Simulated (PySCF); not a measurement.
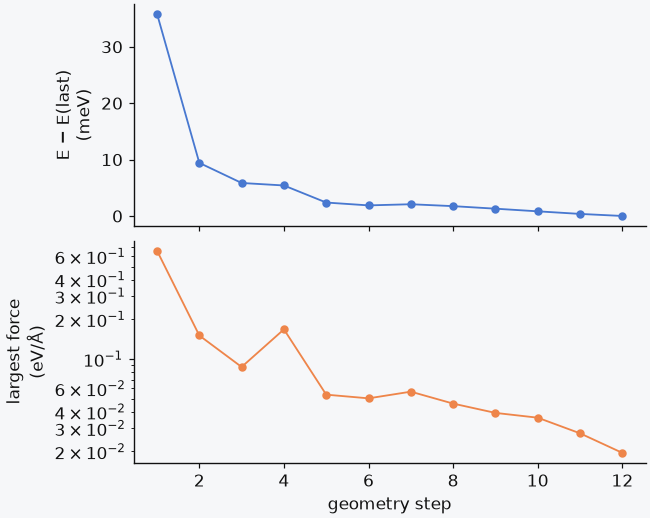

History of a geometry optimisation.

The run: methoxybenzoquinone (SMILES COC1=CC(=O)C=CC1=O), by PySCF, PBE0-D3(BJ)/def2-SVP, geometry optimisation.

> How did the optimisation end?

The optimisation met its thresholds at geometry 12, counting the start as the first. The energy fell by about 36 meV from the first step to the last. The largest force goes from about 0.66 eV/Å at the start to 0.019 eV/Å at the end.

> By which step was nine tenths of the energy gained?

By step 5 of 12.
